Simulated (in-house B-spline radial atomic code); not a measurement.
The calculation used an in-house B-spline radial code at this level: scalar-relativistic (spin-free one-electron X2C) SCAN, spin-polarised, spherical fractional occupations, Fermi nucleus, basis-set limit. The occupation of the 2p shell is varied from C⁺ ([He] 2s2 2p1 (high spin)) to C ([He] 2s2 2p2 (high spin)), with spherical fractional occupations. Wanted, and plotted below: the total energy less the straight line between the end points, and the eigenvalue of 2p↑ (the dashed line is minus the energy to take the whole electron out).

The curve is convex (below the straight line), with the largest deviation among the points computed, −1.43 eV, at 0.5. The end points differ by 11.9 eV, the energy to take the electron out. The eigenvalue, which is the slope of the energy (Janak's theorem), moves from −17.8 eV at 0 to −6.38 eV at 1; for a straight line it would stay constant, and a parabola would sag by an eighth of this change, scaled to a whole electron, 1.42 eV. Convexity is the mark of the delocalisation error, which puts fractional charges too low; for p, d and f shells the spherical spreading of the fraction adds to it.

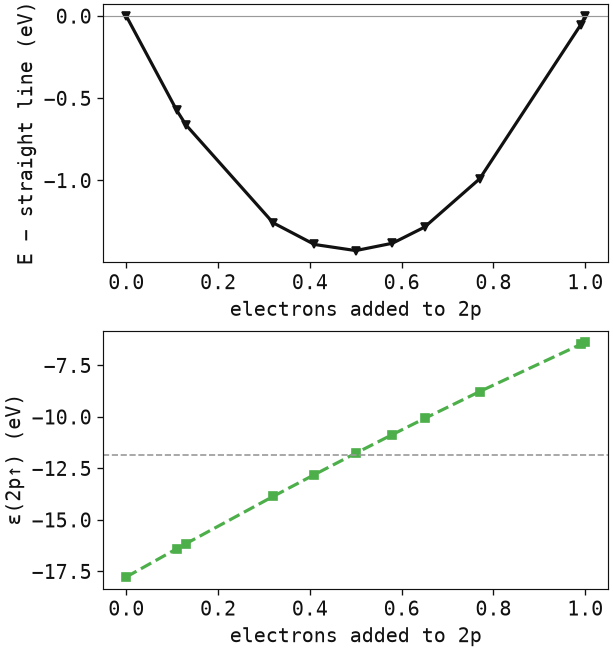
